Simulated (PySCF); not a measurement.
```xyz
17

C    -1.8404   -1.3645   -0.8483
C    -1.2618   -0.5797    0.3084
O    -0.2675   -1.3163    1.0614
C     0.6510   -0.3314    0.7366
Si    2.4345   -0.3544    1.3189
C    -0.1892    0.4411    0.0050
Si   -0.1378    2.0169   -0.9579
F     1.3384    2.6399   -0.7787
H    -2.3869   -2.2279   -0.4761
H    -2.5139   -0.7277   -1.4160
H    -1.0404   -1.7087   -1.4996
H    -2.0471   -0.2275    0.9840
H     3.0772    0.8353    0.7710
H     3.0600   -1.5826    0.8213
H     2.4397   -0.3520    2.7841
H    -1.0401    3.0334   -0.4281
H    -0.2826    1.8182   -2.3960
```

Geometry: GFN2-xTB.

Level of theory: PBE0/pcSseg-1, SCF density, gas phase, non-relativistic in PySCF.

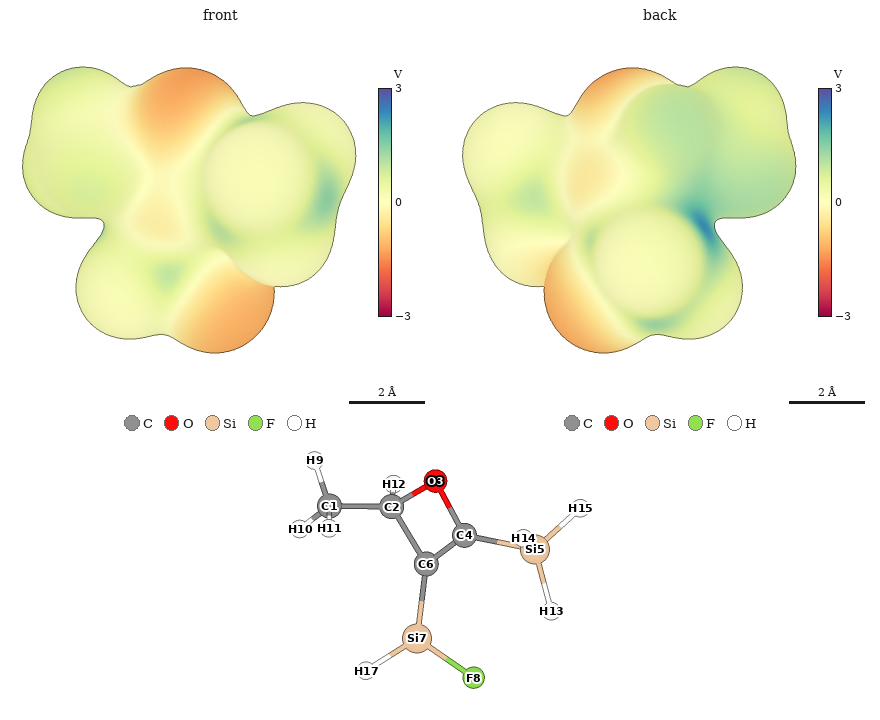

C$_{4}$H$_{9}$FOSi$_{2}$ (SMILES C[C@H]1OC([SiH3])=C1[SiH2]F). The molecular electrostatic potential painted on the density surface at 0.002 e/bohr³, seen from the front and from behind; red is negative and blue positive. The bare structure is drawn below in the same view.

> Which sites attract a positive test charge, and which a negative one?

A positive charge is drawn to the negative regions and a negative charge to the positive ones. The most negative region (about −1.3 V, or −30 kcal/mol for a unit charge) lies over O3, the most positive (about +2.1 V, or +48 kcal/mol for a unit charge) over Si7. O3 is the likeliest acceptor of a hydrogen bond.
